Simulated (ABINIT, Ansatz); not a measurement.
# Quasiparticle gap of PNO (P3_2) in ABINIT, part 3 of 3

How does a plane-wave GW calculation on PNO (P3_2) run from the first input to the gap?

ABINIT 10.8.3; LDA and many-body steps on it, plane waves. Known limits of the many-body steps: not at the basis limit; coarse k mesh.

So far. Step 4 (Empty states on the mesh, 3×3×2 mesh, 81 bands): On this mesh the gap is 5.226 eV. The earlier step found 5.136 eV, so this mesh misses an edge. Step 5 (Screening, 3×3×2 mesh, 75 bands, screening to 98 eV): Local fields lower ε∞ by 9 %. On a Γ-centred mesh this coarse the value itself is usually too large, while a short band sum pulls it down.

**6. Self-energy, 3×3×2 mesh, 75 bands, screening to 98 eV**

The self-energy is evaluated for the states that the input lists, and the levels follow from it, in one-shot runs by the linearised quasiparticle equation.

This step: G0W0 on LDA, plane waves, norm-conserving pseudopotentials.

Input file run.abi:

```
acell 3*1.0 Angstrom
rprim 
  4.783611555019 -0.000000000004 0.000000000000
  -2.391805777506 4.142729128486 0.000000000000
  0.000000000000 0.000000000000 5.281207000000
ntypat 3
znucl 15 7 8
natom 9
typat 1 1 1 2 2 2 3 3 3
xred 
  0.985906000000 0.461916000000 0.328176000000
  0.538084000000 0.523990000000 0.994842666667
  0.476010000000 0.014094000000 0.661509333333
  0.388331000000 0.260582000000 0.782152000000
  0.872251000000 0.611669000000 0.115485333333
  0.739418000000 0.127749000000 0.448818666667
  0.146478000000 0.720287000000 0.556338000000
  0.279713000000 0.426191000000 0.223004666667
  0.573809000000 0.853522000000 0.889671333333
pp_dirpath "pseudos"
pseudos "P.upf, N.upf, O.upf"
ecut 36
ngkpt 3 3 2
nshiftk 1
shiftk 0 0 0
kptopt 1
chksymbreak 0
istwfk *1
occopt 1
irdwfk 1
optdriver 4
nband 75
gwcalctyp 0
ecutsigx 36
symsigma 1
nkptgw 3
kptgw 
  0.3333333333 0.3333333333 0.0000000000
  0.0000000000 0.0000000000 0.0000000000
  0.3333333333 0.0000000000 0.0000000000
bdgw 
  23 26
  23 27
  23 26
ecuteps 3.6
irdscr 1
ppmodel 1
indata_prefix "in"
outdata_prefix "out"
tmpdata_prefix "tmp"
```

Run with:

```sh
OMP_NUM_THREADS=1 mpirun -n 4 abinit run.abi > log
```

Numbers of over 12 decimals in the logs are rounded to 6 here.

Log:

```text
.Version 10.8.3 of ABINIT. v10.8.2 released Aug 2026.

 Symmetries : space group P3_2 (#145); Bravais hP (primitive hexag.)
[... echo of the input left out ...]
== DATASET  1 ==================================================================
-   mpi_nproc: 4, omp_nthreads: 1 (-1 if OMP is not activated)

--- !DatasetInfo
iteration_state: {dtset: 1, }
dimensions: {natom: 9, nkpt: 6, mband: 75, nsppol: 1, nspinor: 1, nspden: 1, mpw: 7302, }
cutoff_energies: {ecut:  36.0, pawecutdg:  -1.0, }
electrons: {nelect:   4.80000000E+01, charge:   0.00000000E+00, occopt:   1.00000000E+00, tsmear:   1.00000000E-02, }

 SIGMA: Calculation of the GW corrections

 Based on a program developped by R.W. Godby, V. Olevano, G. Onida, and L. Reining.
 Incorporated in ABINIT by V. Olevano, G.-M. Rignanese, and M. Torrent.
.Using double precision arithmetic ; gwpc =  8

[... cell and pseudopotentials left out ...]
--------------------------------------------------------------------------------

 ==== K-mesh for the wavefunctions ====
 Number of points in the irreducible wedge :     6
[... list of points left out ...]
 Together with  3 symmetry operations and time-reversal symmetry
 yields    18 points in the full Brillouin Zone.

 ==== Q-mesh for screening function ====
 Number of points in the irreducible wedge :     6
[... list of points left out ...]
 Together with  3 symmetry operations and time-reversal symmetry
 yields    18 points in the full Brillouin Zone.

 vcoul_init : cutoff-mode = AUXILIARY_FUNCTION
 q-points for optical limit:   1
     1)      0.000010    0.000020    0.000030
 setmesh: FFT mesh size selected  =    45x   45x   54
          total number of points  =       109350

 Number of electrons calculated from density =   48.0000; Expected =   48.0000
 average of density, n =  0.067962
 r_s =    1.5201
 omega_plasma =   25.1472 [eV]

 === KS Band Gaps ===
  >>>> For spin  1
   Minimum direct gap =   5.4221 [eV], located at k-point      :   0.3333  0.0000  0.0000
   Fundamental gap    =   5.2258 [eV], Top of valence bands at :   0.3333  0.3333  0.0000
                                       Bottom of conduction at :   0.0000  0.0000  0.0000
 SIGMA fundamental parameters:
 PLASMON POLE MODEL  1
 number of plane-waves for SigmaX                 7275
 number of plane-waves for SigmaC and W            225
 number of plane-waves for wavefunctions          7275
 number of bands                                    75
 number of independent spin polarizations            1
 number of spinorial components                      1
 number of k-points in IBZ                           6
 number of q-points in IBZ                           6
 number of symmetry operations                       3
 number of k-points in BZ                           18
 number of q-points in BZ                           18
 number of frequencies for dSigma/dE                 9
 frequency step for dSigma/dE [eV]                0.25
 number of omega for Sigma on real axis              0
 max omega for Sigma on real axis  [eV]           0.00
 zcut for avoiding poles [eV]                     0.10

 EPSILON^-1 parameters (SCR file):
 dimension of the eps^-1 matrix on file            225
 dimension of the eps^-1 matrix used               225
 number of plane-waves for wavefunctions          7275
 number of bands                                    75
 number of q-points in IBZ                           6
 number of frequencies                               2
 number of real frequencies                          1
 number of imag frequencies                          1

 matrix elements of self-energy operator (all in [eV])

 Perturbative Calculation

--- !SelfEnergy_ee
iteration_state: {dtset: 1, }
kpoint     : [   0.333,    0.333,    0.000, ]
spin       : 1
KS_gap     :    6.251
QP_gap     :    8.716
Delta_QP_KS:    2.465
data: !SigmaeeData |
     Band     E0 <VxcDFT>   SigX SigC(E0)      Z dSigC/dE  Sig(E)    E-E0       E
       23   2.668 -17.324 -21.628   3.896   0.809  -0.235 -17.654  -0.330   2.338
       24   2.713 -16.940 -21.057   3.749   0.810  -0.235 -17.238  -0.298   2.415
       25   8.964 -14.766  -8.774  -3.382   0.830  -0.204 -12.599   2.167  11.131
       26   9.203 -13.874  -7.996  -3.375   0.833  -0.200 -11.789   2.085  11.288

--- !SelfEnergy_ee
iteration_state: {dtset: 1, }
kpoint     : [   0.000,    0.000,    0.000, ]
spin       : 1
KS_gap     :    5.716
QP_gap     :    8.066
Delta_QP_KS:    2.350
data: !SigmaeeData |
     Band     E0 <VxcDFT>   SigX SigC(E0)      Z dSigC/dE  Sig(E)    E-E0       E
       23   2.223 -16.495 -20.751   3.759   0.811  -0.234 -16.898  -0.404   1.819
       24   2.223 -16.495 -20.751   3.759   0.811  -0.234 -16.898  -0.404   1.819
       25   7.938 -15.426  -9.651  -3.432   0.831  -0.204 -13.479   1.947   9.885
       26   8.357 -13.270  -7.801  -3.174   0.838  -0.194 -11.347   1.923  10.280
       27   8.357 -13.270  -7.801  -3.174   0.838  -0.194 -11.347   1.923  10.280

--- !SelfEnergy_ee
iteration_state: {dtset: 1, }
kpoint     : [   0.333,    0.000,    0.000, ]
spin       : 1
KS_gap     :    5.422
QP_gap     :    7.778
Delta_QP_KS:    2.356
data: !SigmaeeData |
     Band     E0 <VxcDFT>   SigX SigC(E0)      Z dSigC/dE  Sig(E)    E-E0       E
       23   2.481 -16.947 -21.236   3.845   0.809  -0.235 -17.306  -0.360   2.121
       24   2.692 -17.080 -21.272   3.800   0.810  -0.235 -17.397  -0.318   2.374
       25   8.114 -14.339  -8.560  -3.334   0.834  -0.199 -12.300   2.038  10.152
       26   8.586 -13.264  -7.556  -3.336   0.838  -0.194 -11.276   1.988  10.574

== END DATASET(S) ==============================================================
================================================================================

 -outvars: echo values of variables after computation  --------
           etotal      0.0000000000E+00
            nband          75
             nkpt           6
          spgroup         145
 [... the other variables as echoed above ...]

 Calculation completed.
```

Wall time 11 s (4 MPI ranks of Arm Neoverse V1, shared host); peak memory 0.74 GiB.

Numbers from this step:

- G0W0 gap on the points computed: 7.47 eV
- starting gap on the mesh: 5.226 eV
- k of the valence top: 0.3333, 0.3333, 0
- k of the conduction bottom: 0, 0, 0
- Z at the valence top: 0.81
- Z at the conduction bottom: 0.831
- least direct G0W0 gap on the computed points: 7.778 eV

The gap on the mesh goes from 5.23 eV to 7.47 eV, a correction of +2.24 eV. The start differs from the 5.14 eV found before because the two sample other k points.

Limits: finite bands, cutoff and mesh; coarse k mesh. v1 is the top filled band, c1 the lowest empty one. Levels before and after the correction, in eV, zero at the valence-band top of each column:

|  | conduction bottom | valence top |
| --- | --- | --- |
| Kohn-Sham | 5.23 | 0.00 |
| G0W0 | 7.47 | 0.00 |

|  | level | energy (eV) |
| --- | --- | --- |
| Kohn-Sham | (0.333 0.333 0) v2 | -0.045 |
| Kohn-Sham | (0.333 0.333 0) v1 | 0.000 |
| Kohn-Sham | (0.333 0.333 0) c1 | 6.251 |
| Kohn-Sham | (0.333 0.333 0) c2 | 6.490 |
| Kohn-Sham | Γ v2-v1 | -0.490 |
| Kohn-Sham | Γ c1 | 5.226 |
| Kohn-Sham | Γ c2-c3 | 5.644 |
| G0W0 | (0.333 0.333 0) v2 | -0.077 |
| G0W0 | (0.333 0.333 0) v1 | 0.000 |
| G0W0 | (0.333 0.333 0) c1 | 8.716 |
| G0W0 | (0.333 0.333 0) c2 | 8.873 |
| G0W0 | Γ v2-v1 | -0.596 |
| G0W0 | Γ c1 | 7.470 |
| G0W0 | Γ c2-c3 | 7.865 |

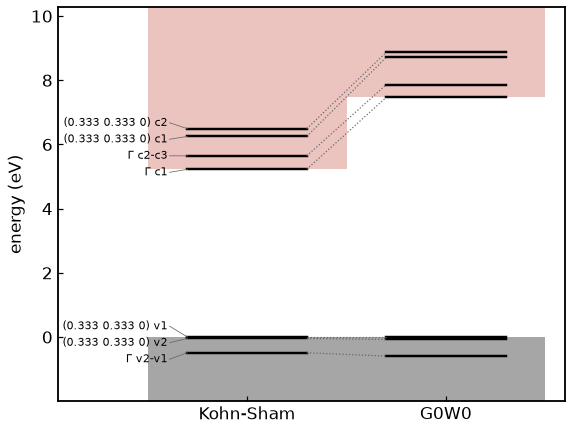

Levels before and after the correction. Shaded: valence and conduction bands.

**7. Where the time went**

Times are wall times on 4 MPI ranks of Arm Neoverse V1, shared host, good to a factor of about two.

| step | time | share | memory (GiB) |
| --- | --- | --- | --- |
| ground state | 1.8 min | 40 % | 0.46 |
| bands along the symmetry lines | 74 s | 28 % | 0.44 |
| empty states on the mesh | 44 s | 17 % | 0.35 |
| screening | 28 s | 11 % | 1 |
| self-energy | 11 s | 4 % | 0.74 |

**8. What came out**

```
LDA gap                              : 5.14 eV, indirect
G0W0 gap on the mesh                 : 7.47 eV
G0W0 gap over the zone (rigid shift) : 7.38 eV
GW settings                          : 3×3×2 mesh, 75 bands, screening to 98 eV, Godby-Needs plasmon pole
known limits                         : not at the basis limit; coarse k mesh
```

In words: G0W0 moves the gap on the mesh from 5.23 eV to 7.47 eV (+2.24 eV), with Z of 0.81 and 0.83 at the edges. The mesh misses the band edges by 0.09 eV in all; a rigid shift gives 7.38 eV for the zone. Local fields lower the RPA ε∞ on this mesh from 3.63 to 3.32; a Γ-centred mesh this coarse tends to raise both, most where the direct gap is narrow, while a short band sum lowers them. Only 3 of the mesh's irreducible points were corrected, so a valley elsewhere could overtake. Bands and cutoff are finite, so the gap is not at the basis limit. The miss can reach some tenths of an eV and take either sign; the mesh is an error of its own. In the G0W0 run levels were corrected at 3 k points alone, so a gap called «on the mesh» is the least over those, and an edge elsewhere would be missed. A denser mesh or path gives a starting gap of 5.14 eV: the GW mesh misses a band edge, so its gaps are not the fundamental one. The 3×3×2 mesh is coarse for this cell, which bears on the long-range parts of exchange and screening.

[Paths, hosts, dates, memory and timing lines, banners, echoed tables and standing remarks are left out of the program output.]

[Logs are printed without paths, hosts, clocks, repeated set-up lines and the standing remarks that a program may print on its own settings, such as how far it seeks lower states.]

[Runs of the session that timed out or met a known fault of the program may be left out.]

[Hosts, paths, dates, database ids (printed as entryN), source tags and the programs' standing remarks are cut or masked in the printed files.]

[G0W0 gaps are taken among the corrected bands and points alone; a level outside them can change the order at an edge.]

[Where Ansatz stands beside ABINIT at settings called matched, ABINIT's density can come from a denser mesh and the files from another edition; pairs whose starting gaps differed by over 0.03 eV were left out, so agreement reads better than it is.]
